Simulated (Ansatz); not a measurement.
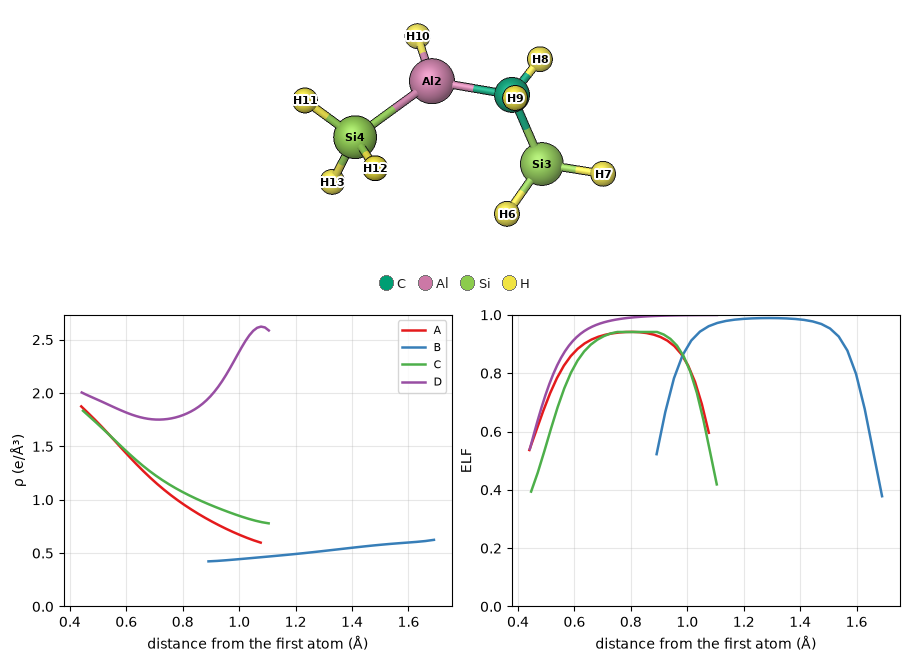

*CH$_{9}$AlSi$_{2}$ (SMILES [SiH3][CH2][AlH][SiH3]). Electron density and ELF along straight lines between neighbouring atoms. The curves leave out the atomic cores. The structure is drawn too.*

Geometry: r2SCAN-D4/def2-SVP.

All numbers below come from isolated molecule in a Gaussian basis; Kohn-Sham density functional theory, functional PBE0 (Ansatz 0.2.0).

| atom | x (Å) | y (Å) | z (Å) |
| --- | --- | --- | --- |
| C | -0.9985 | 1.0082 | 0.6839 |
| Al | -0.0635 | -0.6979 | 0.4730 |
| Si | -2.7944 | 0.9449 | 0.1315 |
| Si | 0.5890 | -1.4470 | -1.7759 |
| H | -3.5495 | -0.0845 | 0.9148 |
| H | -2.8740 | 0.5579 | -1.3128 |
| H | -3.4954 | 2.2555 | 0.3010 |
| H | -0.9667 | 1.3502 | 1.7342 |
| H | -0.5052 | 1.7782 | 0.0605 |
| H | 0.2060 | -1.6164 | 1.7466 |
| H | 1.9861 | -1.9912 | -1.8109 |
| H | 0.5072 | -0.3525 | -2.7972 |
| H | -0.3132 | -2.5526 | -2.2428 |

**Which curve belongs to which contact (Al–Si, C–Al, C–H and C–Si)? The first atom named is at distance zero.**

Curve A: C–Al (1.96 Å): ρ is about 0.7 e/Å³ halfway; the ELF peaks at about 0.95 between the atoms, as expected for a shared but strongly polarised pair. Curve B: Al–Si (2.46 Å): ρ at the midpoint is about 0.5 e/Å³; the ELF peaks at about 1 between the atoms (a shared electron pair). Curve C: C–Si (1.88 Å): the density is about 0.91 e/Å³ at the midpoint; the ELF peaks at about 0.95 between the atoms; a covalent bond. Curve D: C–H (1.11 Å): ρ is about 1.9 e/Å³ halfway; the ELF climbs to about 1 towards the hydrogen, as it does in any bond to H (a covalent bond by its length).
